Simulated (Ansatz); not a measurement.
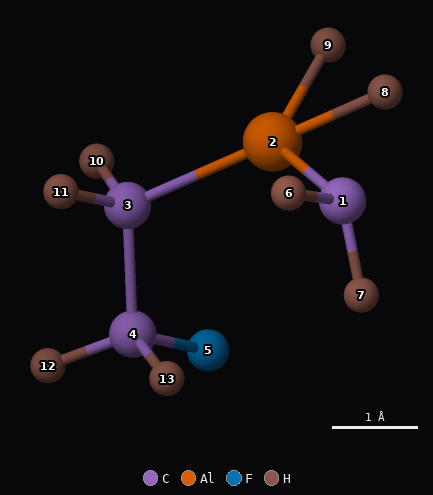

The structure as given in the input (ball-and-stick view, seen at a tilt; atoms are numbered from 1 in the order of the input). Sticks mark near contacts. Bond lengths as drawn: Al–C 1.92 to 1.98 Å, Al–H 1.54 to 1.56 Å, C–C 1.58 Å, C–F 1.35 Å and C–H 1.10 to 1.21 Å.

# Run report: C3H8AlF, geometry relaxation (part 1 of 3)

System: C3H8AlF.
Method: RKS revPBE-D4/cc-pVDZ (Ansatz 0.2.0).

It belongs to a series of runs on one base structure; here: end point B relaxed. Figures and captions count atoms from 1; the log counts them from 0 in places.

## What the program printed
```
The last accepted step is kept in [file] (removed where the run ends without a failure and the disk answers)
Engine: ansatz 0.2.0, x86_64-unknown-linux-gnu
Functional definition: revPBE
  parameter kappa = 1.245
  parameter beta = 0.06672455060314922
  exchange = pbe_x(kappa = kappa, mu = beta*pi^2/3)
  correlation = pbe_c(beta = beta)
1393 factors; their error is unknown
mean field evaluation 1: about -12532.2242 eV, gradient 7.5e1 eV
mean field evaluation 2: about -12474.3763 eV, gradient 1.2e2 eV
mean field evaluation 4: about -12545.5629 eV, gradient 2.1e1 eV
mean field evaluation 8: about -12546.9705 eV, gradient 2.0e-1 eV
mean field evaluation 16: about -12546.9039 eV, gradient 3.3e-3 eV
mean field -12546.90392288 eV, -461.0902145688 hartree, gradient 3.8e-5 eV, S^2 0.000000; 0 other end points of the search recorded, 0 dependent functions left out
the calculation of the forces begins
reference -12546.90397483 eV, -461.0902164780 hartree; 24, 24 occupied and 90, 90 virtual orbitals, 1393 factors
relax step   1: F+E_penalty+E_count = -12547.61415029 eV  Δ(F+E_penalty+E_count) = +0.000e0 eV  max|allowed force component| = 4.489e0 eV/Å  Δτ_max = 0.0000 Å  (30 SCF iters, accepted)
these checks for a lower state are left out or cut short: starts, cluster_reference, orbital_swaps, neighbouring_geometries, increment
1393 factors; their error is unknown
mean field -12548.50095019 eV, -461.1489042401 hartree, gradient 2.1e-5 eV, S^2 0.000000; 0 other end points of the search recorded, 0 dependent functions left out
[... from here on the field's lines of each further geometry are left out, up to the last ...]
relax step   2: F+E_penalty+E_count = -12549.21372925 eV  Δ(F+E_penalty+E_count) = -1.600e0 eV  max|allowed force component| = 2.857e0 eV/Å  Δτ_max = 0.1949 Å  (30 SCF iters, accepted)
relax step   3: F+E_penalty+E_count = -12550.42004260 eV  Δ(F+E_penalty+E_count) = -1.206e0 eV  max|allowed force component| = 3.182e0 eV/Å  Δτ_max = 0.1959 Å  (29 SCF iters, accepted)
relax step   4: F+E_penalty+E_count = -12551.41666531 eV  Δ(F+E_penalty+E_count) = -9.966e-1 eV  max|allowed force component| = 2.050e0 eV/Å  Δτ_max = 0.1956 Å  (29 SCF iters, accepted)
relax step   5: F+E_penalty+E_count = -12551.90743697 eV  Δ(F+E_penalty+E_count) = -4.908e-1 eV  max|allowed force component| = 1.403e0 eV/Å  Δτ_max = 0.2000 Å  (36 SCF iters, accepted)
relax step   6: F+E_penalty+E_count = -12552.26777092 eV  Δ(F+E_penalty+E_count) = -3.603e-1 eV  max|allowed force component| = 1.083e0 eV/Å  Δτ_max = 0.1950 Å  (29 SCF iters, accepted)
relax step   7: F+E_penalty+E_count = -12552.50190314 eV  Δ(F+E_penalty+E_count) = -2.341e-1 eV  max|allowed force component| = 5.050e-1 eV/Å  Δτ_max = 0.2000 Å  (28 SCF iters, accepted)
relax step   8: F+E_penalty+E_count = -12552.62159928 eV  Δ(F+E_penalty+E_count) = -1.197e-1 eV  max|allowed force component| = 9.346e-1 eV/Å  Δτ_max = 0.1949 Å  (27 SCF iters, accepted)
relax step   9: F+E_penalty+E_count = -12552.70980455 eV  Δ(F+E_penalty+E_count) = -8.821e-2 eV  max|allowed force component| = 4.864e-1 eV/Å  Δτ_max = 0.1938 Å  (27 SCF iters, accepted)
relax step  10: F+E_penalty+E_count = -12552.82054489 eV  Δ(F+E_penalty+E_count) = -1.107e-1 eV  max|allowed force component| = 7.694e-1 eV/Å  Δτ_max = 0.1950 Å  (28 SCF iters, accepted)
relax step  11: F+E_penalty+E_count = -12552.87178109 eV  Δ(F+E_penalty+E_count) = -5.124e-2 eV  max|allowed force component| = 6.771e-1 eV/Å  Δτ_max = 0.1951 Å  (30 SCF iters, accepted)
relax step  12: F+E_penalty+E_count = -12552.91256937 eV  Δ(F+E_penalty+E_count) = -4.079e-2 eV  max|allowed force component| = 4.530e-1 eV/Å  Δτ_max = 0.1031 Å  (29 SCF iters, accepted)
relax step  13: F+E_penalty+E_count = -12552.93973656 eV  Δ(F+E_penalty+E_count) = -2.717e-2 eV  max|allowed force component| = 3.597e-1 eV/Å  Δτ_max = 0.1425 Å  (30 SCF iters, accepted)
relax step  14: F+E_penalty+E_count = -12552.95801599 eV  Δ(F+E_penalty+E_count) = -1.828e-2 eV  max|allowed force component| = 3.295e-1 eV/Å  Δτ_max = 0.1522 Å  (30 SCF iters, accepted)
relax step  15: F+E_penalty+E_count = -12552.97197534 eV  Δ(F+E_penalty+E_count) = -1.396e-2 eV  max|allowed force component| = 2.399e-1 eV/Å  Δτ_max = 0.0823 Å  (30 SCF iters, accepted)
relax step  16: F+E_penalty+E_count = -12552.99210009 eV  Δ(F+E_penalty+E_count) = -2.012e-2 eV  max|allowed force component| = 2.888e-1 eV/Å  Δτ_max = 0.1386 Å  (31 SCF iters, accepted)
relax step  17: F+E_penalty+E_count = -12553.03994032 eV  Δ(F+E_penalty+E_count) = -4.784e-2 eV  max|allowed force component| = 7.567e-1 eV/Å  Δτ_max = 0.1950 Å  (38 SCF iters, accepted)
relax step  18: F+E_penalty+E_count = -12553.18875179 eV  Δ(F+E_penalty+E_count) = -1.488e-1 eV  max|allowed force component| = 1.189e0 eV/Å  Δτ_max = 0.1924 Å  (36 SCF iters, accepted)
relax step  19: F+E_penalty+E_count = -12553.44756265 eV  Δ(F+E_penalty+E_count) = -2.588e-1 eV  max|allowed force component| = 2.048e0 eV/Å  Δτ_max = 0.1943 Å  (37 SCF iters, accepted)
relax step  20: F+E_penalty+E_count = -12553.73846811 eV  Δ(F+E_penalty+E_count) = -2.909e-1 eV  max|allowed force component| = 2.601e0 eV/Å  Δτ_max = 0.1916 Å  (38 SCF iters, accepted)
relax step  21: F+E_penalty+E_count = -12553.90946513 eV  Δ(F+E_penalty+E_count) = -1.710e-1 eV  max|allowed force component| = 9.058e-1 eV/Å  Δτ_max = 0.1972 Å  (31 SCF iters, accepted)
relax step  22: F+E_penalty+E_count = -12553.97177693 eV  Δ(F+E_penalty+E_count) = -6.231e-2 eV  max|allowed force component| = 5.630e-1 eV/Å  Δτ_max = 0.1781 Å  (31 SCF iters, accepted)
relax step  23: F+E_penalty+E_count = -12553.99328612 eV  Δ(F+E_penalty+E_count) = -2.151e-2 eV  max|allowed force component| = 2.765e-1 eV/Å  Δτ_max = 0.0763 Å  (30 SCF iters, accepted)
relax step  24: F+E_penalty+E_count = -12554.00186873 eV  Δ(F+E_penalty+E_count) = -8.583e-3 eV  max|allowed force component| = 1.602e-1 eV/Å  Δτ_max = 0.0456 Å  (31 SCF iters, accepted)
relax step  25: F+E_penalty+E_count = -12554.00492902 eV  Δ(F+E_penalty+E_count) = -3.060e-3 eV  max|allowed force component| = 1.235e-1 eV/Å  Δτ_max = 0.0583 Å  (30 SCF iters, accepted)
relax step  26: F+E_penalty+E_count = -12554.00911945 eV  Δ(F+E_penalty+E_count) = -4.190e-3 eV  max|allowed force component| = 1.483e-1 eV/Å  Δτ_max = 0.0994 Å  (30 SCF iters, accepted)
relax step  27: F+E_penalty+E_count = -12554.01283303 eV  Δ(F+E_penalty+E_count) = -3.714e-3 eV  max|allowed force component| = 1.089e-1 eV/Å  Δτ_max = 0.0657 Å  (30 SCF iters, accepted)
relax step  28: F+E_penalty+E_count = -12554.01531271 eV  Δ(F+E_penalty+E_count) = -2.480e-3 eV  max|allowed force component| = 1.591e-1 eV/Å  Δτ_max = 0.0595 Å  (30 SCF iters, accepted)
relax step  29: F+E_penalty+E_count = -12554.01845194 eV  Δ(F+E_penalty+E_count) = -3.139e-3 eV  max|allowed force component| = 1.708e-1 eV/Å  Δτ_max = 0.0679 Å  (30 SCF iters, accepted)
relax step  30: F+E_penalty+E_count = -12554.02214839 eV  Δ(F+E_penalty+E_count) = -3.696e-3 eV  max|allowed force component| = 1.743e-1 eV/Å  Δτ_max = 0.0784 Å  (30 SCF iters, accepted)
relax step  31: F+E_penalty+E_count = -12554.02333346 eV  Δ(F+E_penalty+E_count) = -1.185e-3 eV  max|allowed force component| = 2.982e-1 eV/Å  Δτ_max = 0.1552 Å  (29 SCF iters, accepted)
relax step  32: F+E_penalty+E_count = -12554.03072732 eV  Δ(F+E_penalty+E_count) = -7.394e-3 eV  max|allowed force component| = 2.129e-1 eV/Å  Δτ_max = 0.0575 Å  (30 SCF iters, accepted)
relax step  33: F+E_penalty+E_count = -12554.03643232 eV  Δ(F+E_penalty+E_count) = -5.705e-3 eV  max|allowed force component| = 7.755e-2 eV/Å  Δτ_max = 0.0813 Å  (30 SCF iters, accepted)
relax step  34: F+E_penalty+E_count = -12554.04416940 eV  Δ(F+E_penalty+E_count) = -7.737e-3 eV  max|allowed force component| = 1.144e-1 eV/Å  Δτ_max = 0.1135 Å  (30 SCF iters, accepted)
relax step  35: F+E_penalty+E_count = -12554.03531401 eV  Δ(F+E_penalty+E_count) = +8.855e-3 eV  max|allowed force component| = 4.329e-1 eV/Å  Δτ_max = 0.1953 Å  (28 SCF iters, rejected (line search))
relax step  36: F+E_penalty+E_count = -12554.04609063 eV  Δ(F+E_penalty+E_count) = -1.921e-3 eV  max|allowed force component| = 1.465e-1 eV/Å  Δτ_max = 0.0977 Å  (30 SCF iters, accepted)
relax step  37: F+E_penalty+E_count = -12554.05352080 eV  Δ(F+E_penalty+E_count) = -7.430e-3 eV  max|allowed force component| = 8.046e-2 eV/Å  Δτ_max = 0.0975 Å  (30 SCF iters, accepted)
relax step  38: F+E_penalty+E_count = -12554.05586368 eV  Δ(F+E_penalty+E_count) = -2.343e-3 eV  max|allowed force component| = 1.470e-1 eV/Å  Δτ_max = 0.0818 Å  (30 SCF iters, accepted)
relax step  39: F+E_penalty+E_count = -12554.05795579 eV  Δ(F+E_penalty+E_count) = -2.092e-3 eV  max|allowed force component| = 1.164e-1 eV/Å  Δτ_max = 0.0532 Å  (30 SCF iters, accepted)
relax step  40: F+E_penalty+E_count = -12554.05971694 eV  Δ(F+E_penalty+E_count) = -1.761e-3 eV  max|allowed force component| = 9.264e-2 eV/Å  Δτ_max = 0.0478 Å  (30 SCF iters, accepted)
relax step  41: F+E_penalty+E_count = -12554.06078849 eV  Δ(F+E_penalty+E_count) = -1.072e-3 eV  max|allowed force component| = 3.584e-2 eV/Å  Δτ_max = 0.0349 Å  (31 SCF iters, accepted)
relax step  42: F+E_penalty+E_count = -12554.06111497 eV  Δ(F+E_penalty+E_count) = -3.265e-4 eV  max|allowed force component| = 2.371e-2 eV/Å  Δτ_max = 0.0191 Å  (31 SCF iters, accepted)
the calculation of the forces begins
reference -12553.33165832 eV, -461.3264294896 hartree; 24, 24 occupied and 90, 90 virtual orbitals, 1393 factors
relax step  43: F+E_penalty+E_count = -12554.06124162 eV  Δ(F+E_penalty+E_count) = -1.266e-4 eV  max|allowed force component| = 1.341e-2 eV/Å  Δτ_max = 0.0215 Å  (31 SCF iters, accepted)
1393 factors; their error is unknown
mean field evaluation 320: about -12553.3914 eV, gradient 2.1e-1 eV
```

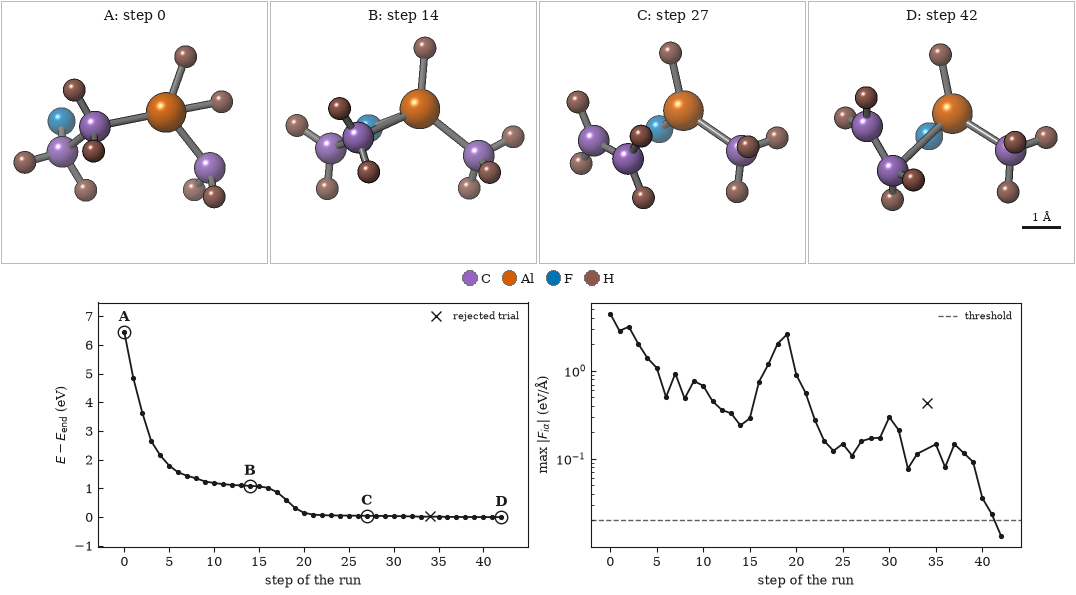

Frames of the relaxation (ball-and-stick view, seen at a tilt) above the curves, on which the letters mark them (the first geometry is step 0 here and step 1 in the log).

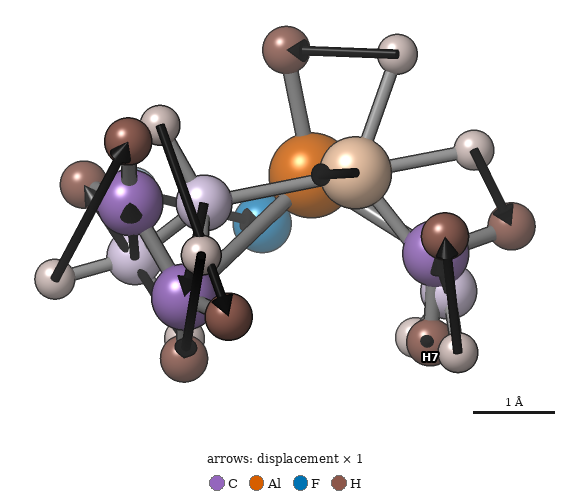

Start (faint) and end (solid) with the displacements as black arrows, at true length (ball-and-stick view, seen at a tilt). The two geometries are laid on each other by the best rigid fit. H10 moves most after the best rigid fit: 2.57 Å. Largest moves by element: H 2.57 Å, F 1.82 Å, C 1.20 Å, Al 1.13 Å. Among the contacts that change: C4–F5 1.353 → 3.185 Å, Al2–F5 3.262 → 1.732 Å, Al2–H8 1.540 → 2.571 Å, C1–H8 1.775 → 1.113 Å. New bonds form: Al2–F5 (3.26 → 1.73 Å), C1–H8 (1.77 → 1.11 Å). Bonds break: Al2–C3 (1.98 → 2.56 Å), Al2–H8 (1.54 → 2.57 Å), C4–F5 (1.35 → 3.18 Å). Among the angles that change: Al2–C3–C4 114.2° → 75.1°, C1–Al2–C3 119.1° → 88.7°, Al2–C3–H11 110.3° → 91.5°. The energy falls by 6.447 eV in 42 geometry steps. The largest force component goes from 4.5 to 0.013 eV/Å. The line search rejected the trial step at point 34 (counted from 0) and went back. (Atoms are counted from 1 in the order of the input.)

```
mean field -12553.33160246 eV, -461.3264274367 hartree, gradient 2.8e-5 eV, S^2 0.000000; 1 other end points of the search recorded, 0 dependent functions left out
the calculation of the forces begins
reference -12553.33165832 eV, -461.3264294896 hartree; 24, 24 occupied and 90, 90 virtual orbitals, 1393 factors
Total energy: -12554.06129748 eV, -461.3532432340 hartree
Atom 0 at    -1.589943    -0.490402    -0.934880 Å, force    -0.007708    -0.008238     0.005952 eV/Å
Atom 1 at     0.276054     0.161459    -1.075876 Å, force     0.001683     0.009355    -0.002813 eV/Å
Atom 2 at     0.434327     0.084540     1.482670 Å, force    -0.000589     0.013406     0.007982 eV/Å
Atom 3 at     1.701578    -0.137079     1.047664 Å, force    -0.003810    -0.003970     0.003422 eV/Å
Atom 4 at     0.507549     1.877352    -1.110728 Å, force    -0.002852    -0.008571     0.000515 eV/Å
Atom 5 at    -1.641640    -1.543532    -0.583362 Å, force     0.000203     0.009747    -0.002747 eV/Å
Atom 6 at    -2.212619     0.133670    -0.260482 Å, force     0.005013    -0.003010    -0.004930 eV/Å
Atom 7 at    -2.063720    -0.461141    -1.941409 Å, force     0.003164     0.000666     0.002711 eV/Å
Atom 8 at     1.462574    -0.698427    -1.741623 Å, force    -0.000079     0.000192     0.000332 eV/Å
Atom 9 at    -0.222498    -0.741693     1.794892 Å, force     0.005350     0.003575    -0.007996 eV/Å
Atom 10 at     0.033324     1.107093     1.566781 Å, force     0.001391    -0.010366    -0.000532 eV/Å
Atom 11 at     2.121420    -1.152222     0.982767 Å, force     0.000921    -0.002169     0.000002 eV/Å
Atom 12 at     2.362744     0.697392     0.766126 Å, force    -0.002686    -0.000618    -0.001899 eV/Å
Dipole moment:     0.014602    -0.374784     0.563509 e Å
```

## Trajectory as extended XYZ (Å, eV, eV/Å), 43 frames, from step=1 to step=43
```
13
Properties=species:S:1:pos:R:3:forces:R:3 step=1 energy=-12547.61415
C    -1.9268    0.1868   -0.9507    1.3853  -0.0999   0.3813
Al   -0.3947   -0.9484   -0.7104    1.8991   2.0202   3.8239
C     0.8125   -0.6238    0.8193    1.8074  -0.3782   0.4397
C     1.5204    0.7856    0.7976   -4.4885   0.0124   0.8493
F     2.2508    0.9218   -0.3332    1.0627   0.2119  -1.1131
H    -2.6331    0.1766   -0.0733   -0.2450  -0.8660  -0.9797
H    -1.6104    1.2828   -1.0861   -0.2863  -1.2671  -1.0113
H    -1.3480   -1.2010   -1.8932   -3.3333   1.5380  -1.5801
H    -0.0934   -2.1119   -1.6979    0.0332  -0.8338  -0.8409
H     1.6590   -1.3814    0.8297   -0.4550   0.2269   0.1993
H     0.2551   -0.7559    1.7919    0.1657   0.1440  -0.4164
H     2.0848    0.9382    1.7264    0.5941   0.2559   0.1061
H     0.5930    1.5676    0.7724    1.8607  -0.9643   0.1420
13
Properties=species:S:1:pos:R:3:forces:R:3 step=2 energy=-12549.21373
C    -1.8741    0.1636   -0.9335    0.8598  -0.9332  -0.4651
Al   -0.3476   -0.9189   -0.6455    1.6755   0.1026   1.6221
C     0.8710   -0.6467    0.8529    0.6783   0.1489   0.2691
C     1.4793    0.7838    0.8024   -1.9258  -0.2804   1.0791
F     2.2465    0.9222   -0.3314    0.5537   0.1738  -0.8279
H    -2.6705    0.1106   -0.1395    0.0008  -0.5467  -0.9931
H    -1.6231    1.2420   -1.1739   -0.3315  -0.9747  -0.7334
H    -1.4850   -1.0628   -1.8824   -2.8573   2.7092   0.1267
H    -0.1033   -2.1146   -1.7082    0.0233  -0.1811  -0.1486
H     1.6894   -1.4045    0.8602   -0.0057   0.1447   0.2541
H     0.2720   -0.7579    1.7934    0.1728   0.0300  -0.1225
H     2.0871    0.9537    1.7150    0.2944   0.2635  -0.0879
H     0.6275    1.5665    0.7831    0.8616  -0.6566   0.0273
13
Properties=species:S:1:pos:R:3:forces:R:3 step=3 energy=-12550.42004
C    -1.8354    0.1275   -0.9397    0.2621  -1.2787  -1.1809
Al   -0.3074   -0.9121   -0.6068    1.5876  -0.8727   0.5067
C     0.9057   -0.6574    0.8743   -0.1436   0.5563   0.2942
C     1.4534    0.7814    0.8098   -0.0865  -0.6011   1.0655
F     2.2435    0.9239   -0.3316    0.1859   0.1298  -0.5799
H    -2.6733    0.0638   -0.1917    0.1498  -0.3911  -0.8813
H    -1.6266    1.1962   -1.2281   -0.2899  -0.8151  -0.5508
H    -1.6126   -0.9176   -1.8509   -2.5011   3.1817   0.9652
H    -0.0985   -2.1249   -1.7130    0.0540   0.1587   0.2405
H     1.7042   -1.4091    0.8793    0.4424  -0.0996   0.3102
H     0.2779   -0.7572    1.7940    0.2043  -0.0454   0.0081
H     2.0913    0.9660    1.7075    0.0967   0.2579  -0.1749
H     0.6468    1.5565    0.7895    0.0383  -0.1807  -0.0226
13
Properties=species:S:1:pos:R:3:forces:R:3 step=4 energy=-12551.41667
C    -1.8120    0.0808   -0.9696   -0.3331  -0.2085  -0.5698
Al   -0.2728   -0.9209   -0.5875    1.3314  -1.1448  -0.0625
C     0.9240   -0.6603    0.8905   -0.1348   0.3989   0.3123
C     1.4461    0.7759    0.8222    0.4384  -0.3796   0.6779
F     2.2423    0.9236   -0.3341   -0.0588   0.0670  -0.3247
H    -2.6646    0.0273   -0.2381    0.2657  -0.2888  -0.7263
H    -1.6300    1.1504   -1.2678   -0.2172  -0.7469  -0.3618
H    -1.7273   -0.7670   -1.8015   -1.9523   2.0501   0.2707
H    -0.0899   -2.1311   -1.7104    0.0918   0.2328   0.3538
H     1.7239   -1.4166    0.8964    0.3395   0.0506   0.3469
H     0.2819   -0.7557    1.7962    0.1801  -0.0978   0.1377
H     2.0993    0.9751    1.7008    0.1123   0.2671  -0.0525
H     0.6482    1.5555    0.7953   -0.0630  -0.2002  -0.0016
13
Properties=species:S:1:pos:R:3:forces:R:3 step=5 energy=-12551.90744
C    -1.8141    0.0677   -1.0342   -0.2480  -0.0718  -0.3906
Al   -0.2761   -0.9258   -0.5538    1.0173  -0.8661  -0.2874
C     0.9317   -0.6571    0.9307   -0.0021   0.4374   0.5194
C     1.4690    0.7653    0.8645    0.1953  -0.2333   0.2737
F     2.0628    0.9473   -0.4190   -0.1200   0.1347  -0.0903
H    -2.6839    0.0109   -0.3367    0.0708  -0.1836  -0.4961
H    -1.6299    1.1300   -1.3246   -0.1568  -0.4149  -0.2569
H    -1.8013   -0.6985   -1.8948   -1.3416   1.4025   0.2000
H    -0.0818   -2.1382   -1.6413    0.1424   0.0470   0.2692
H     1.7533   -1.3871    0.9369    0.2296  -0.2038   0.2298
H     0.3123   -0.7588    1.8479    0.1400  -0.1236   0.2214
H     2.2607    0.9520    1.6273    0.0278   0.1260  -0.1462
H     0.6666    1.5293    0.9898    0.0454  -0.0506  -0.0458
```
